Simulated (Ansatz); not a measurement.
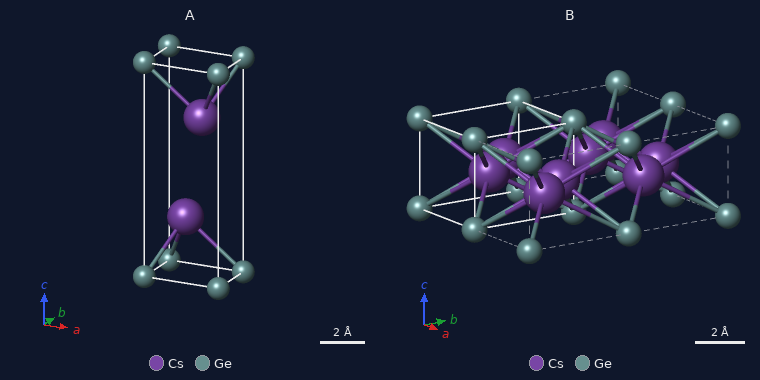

Two structures of Cs2Ge, each relaxed to rest (conventional cells in solid outline, small ones repeated, not to one scale). Method: Ansatz 0.2.0, DFT PBE, scalar-relativistic, plane waves, PAW, without spin polarisation.

Question: What structure does each panel show?

Answer: A: 3 atoms a cell on a primitive hexagonal lattice, P-3m1. B: AlB₂ type, P6/mmm.

Question: A or B: which is lower in energy?

Answer: B is lower, by 49 meV/atom at this level of theory (energies at zero smearing). Volumes: A 65.1, B 43.8 Å³/atom.

One or both may be structure types tried for this composition rather than known phases.
